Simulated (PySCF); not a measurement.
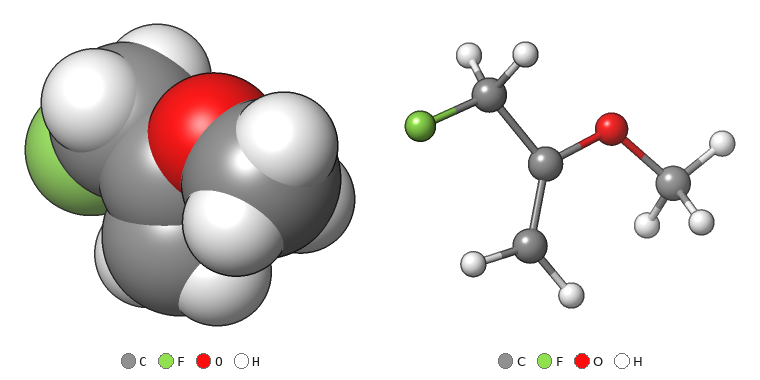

Both panels show the same species.

The geometry was computed by an optimisation with PBE0-D3(BJ)/def2-SVP. No frequency run is at hand to confirm it as a minimum.

**Give the formula.**

C4H7FO, 13 atoms: 4 carbon, 7 hydrogen, 1 fluorine and 1 oxygen.

**Does it have rings?**

It has no ring.

**Name functional groups in it.**

Among them: ether, alkene, C–F bond.

More results for the same structure follow; atom numbers are the same in all pictures, views and colours differ.

Shape

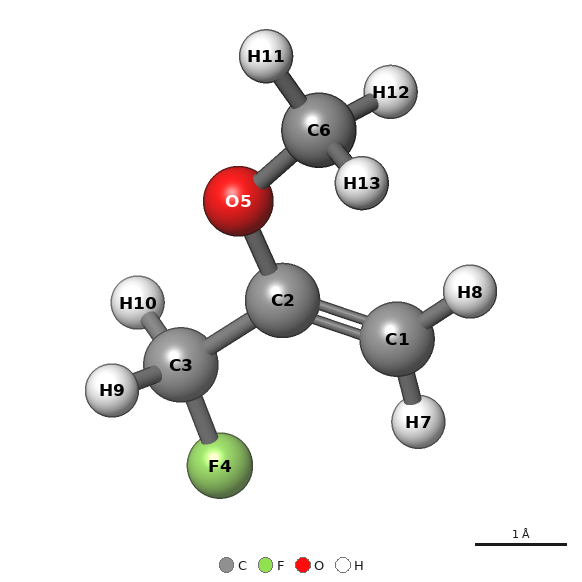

The atoms are numbered. No frequency run is at hand to confirm it as a minimum.

Which atoms are bonded, and how long are the bonds?

| bond | length (Å) | order |
| --- | --- | --- |
| C1–C2 | 1.337 | double |
| C1–H7 | 1.089 | single |
| C1–H8 | 1.090 | single |
| C2–C3 | 1.501 | single |
| C2–O5 | 1.347 | single |
| C3–F4 | 1.363 | single |
| C3–H9 | 1.105 | single |
| C3–H10 | 1.105 | single |
| O5–C6 | 1.401 | single |
| C6–H11 | 1.097 | single |
| C6–H12 | 1.104 | single |
| C6–H13 | 1.104 | single |

NMR shielding

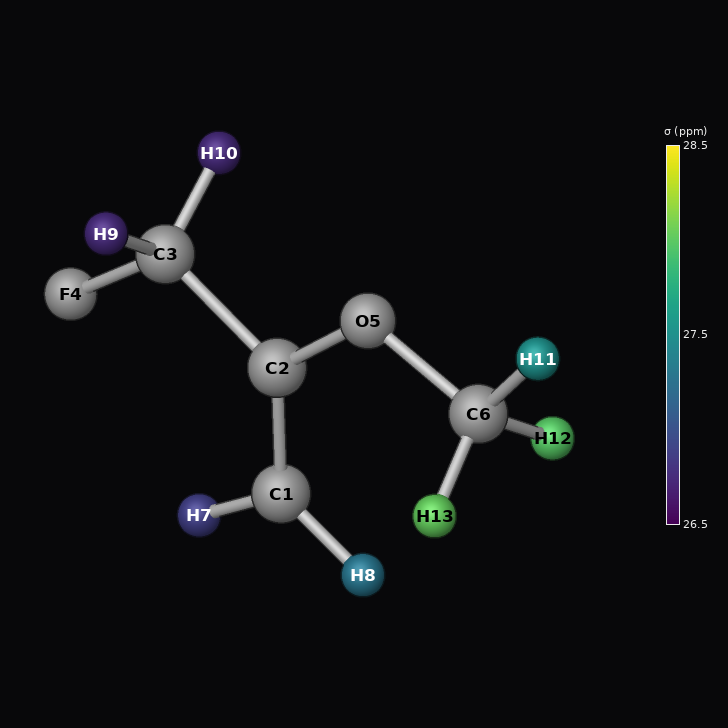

Atoms are coloured by their isotropic NMR shieldings (H only, the others grey). No frequency run is at hand to confirm it as a minimum. Properties computed with GIAO ωB97X-D/pcSseg-1 NMR shielding, non-relativistic, gas phase (PySCF 2.14.0).

**Which H atom is the most shielded (lowest chemical shift)?**

H12, H13 (27.98 to 28.03 ppm).

**Which H atom is the least shielded (highest chemical shift)?**

H9, H10 (26.74 to 26.75 ppm).

**How wide is the range of H shifts?**

1.29 ppm.

List the isotropic NMR shieldings of the H atoms.

```tsv
atom	σ (ppm)
H7	26.88
H8	27.29
H9	26.75
H10	26.74
H11	27.51
H12	27.98
H13	28.03
```

Levels of theory compared

No frequency run is at hand to confirm it as a minimum. Program: PySCF 2.14.0.

Tabulate HOMO energy (eV), HOMO–LUMO gap (eV), dipole (D) at these levels: B3LYP/pcSseg-1; B97-2/pcSseg-1; BP86/pcSseg-1; KT3/pcSseg-1; LC-wPBE/pcSseg-1; OPBE/pcSseg-1; PBE/pcSseg-1; PBE0/6-31G; PBE0/STO-3G; PBE0/pcSseg-1; WP04/pcSseg-1; ωB97X-D/pcSseg-1.

```
           level  HOMO energy (eV)  HOMO–LUMO gap (eV)  dipole (D)
  B3LYP/pcSseg-1             −6.54                7.15        2.28
  B97-2/pcSseg-1             −6.51                7.30        2.28
   BP86/pcSseg-1             −5.65                5.41        2.24
    KT3/pcSseg-1             −5.58                5.47        2.16
LC-wPBE/pcSseg-1             −9.45               12.62        2.32
   OPBE/pcSseg-1             −5.49                5.45        2.17
    PBE/pcSseg-1             −5.54                5.39        2.21
      PBE0/6-31G             −6.57                7.75        2.39
     PBE0/STO-3G             −4.00                8.26        1.48
   PBE0/pcSseg-1             −6.77                7.62        2.29
   WP04/pcSseg-1             −7.88                6.52        2.40
ωB97X-D/pcSseg-1             −8.63               11.30        2.32
```

Charges

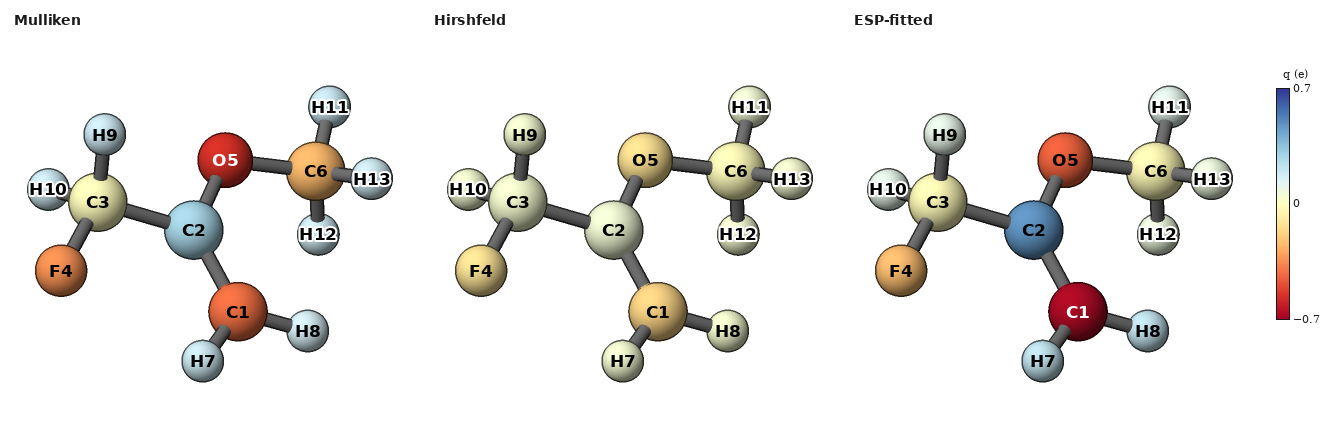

Atomic charges of one calculation by 3 schemes, on one colour scale. No frequency run is at hand to confirm it as a minimum. Method: PBE0/6-31G (PySCF 2.14.0).

**On which atom do the schemes disagree most?**

On C1 (from −0.67 to −0.16 e).

List the charges (e), one line for each set of equivalent atoms. Atoms whose distances differ by more than 0.02 Å in this geometry are listed apart.

```tsv
atom	Mulliken	Hirshfeld	ESP-fitted
C1	−0.41	−0.16	−0.67
C2	0.28	0.06	0.47
C3	−0.01	0.04	−0.02
F4	−0.33	−0.12	−0.23
O5	−0.55	−0.13	−0.44
C6	−0.25	−0.01	−0.03
H7	0.18	0.04	0.22
H8	0.16	0.04	0.21
H9	0.19	0.05	0.10
H10	0.19	0.05	0.10
H11	0.20	0.06	0.11
H12	0.18	0.04	0.08
H13	0.18	0.04	0.08
```

Mulliken values depend strongly on the basis set and can even reverse the polarity of a bond.
